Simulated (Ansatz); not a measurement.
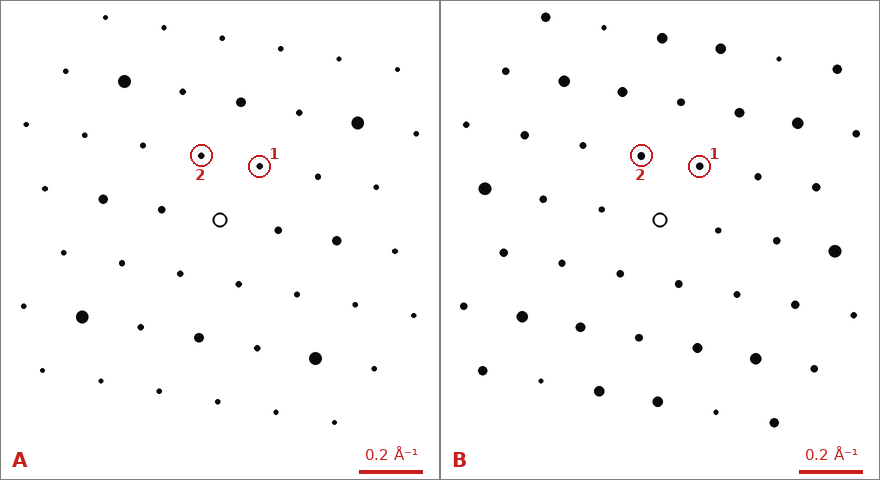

Kinematic electron diffraction patterns (120 kV, B = 0.5 Å², same scale) along [010] of the run's own cell, for the start and the end of one relaxation of Al2IrAu4 with DFT, PAW plane waves, lda (Ansatz). k mesh 5×5×5. The start is a generated model structure, and the relaxation ends in the nearest stationary point of its symmetry, not necessarily the ground state. Spot 1 is -1 0 -1 and spot 2 is -1 0 0 in both.

Start structure:

```
CELL_PARAMETERS angstrom
0.00000 5.20283 0.00000
5.20283 0.00000 0.00000
2.60141 2.60141 -5.24702
ATOMIC_POSITIONS crystal
Al 0.75000 0.25000 0.50000
Au 0.37500 0.37500 0.75000
Au 0.62500 0.12500 0.25000
Au 0.87500 0.87500 0.75000
Au 0.12500 0.62500 0.25000
Ir 0.00000 0.00000 0.00000
Al 0.50000 0.50000 0.00000
```

Q: Which pattern belongs to the start structure, and which to the relaxed one?

A: A is the start: its cell gives d(1) = 4.661 Å, d(2) = 4.661 Å and an angle of 52.7°. The spot positions hardly differ, so the intensities decide: those computed from the start structure match A, and B is the relaxed structure.

Q: Name reflections whose intensity changes strongly on relaxation.

A: 0 0 3 goes from 2.9 to 100 % of the strongest spot; 3 0 1 goes from 1.7 to 48 % of the strongest spot; 1 0 -2 goes from 2.1 to 18 % of the strongest spot.

Q: What did the relaxation do to the structure and the energy?

A: The cell was held fixed; with the mean shift removed, the atoms moved by up to 0.55 Å relative to the cell (Au most); the space group stayed I-4 (No. 82); the free energy fell by 780 meV an atom.
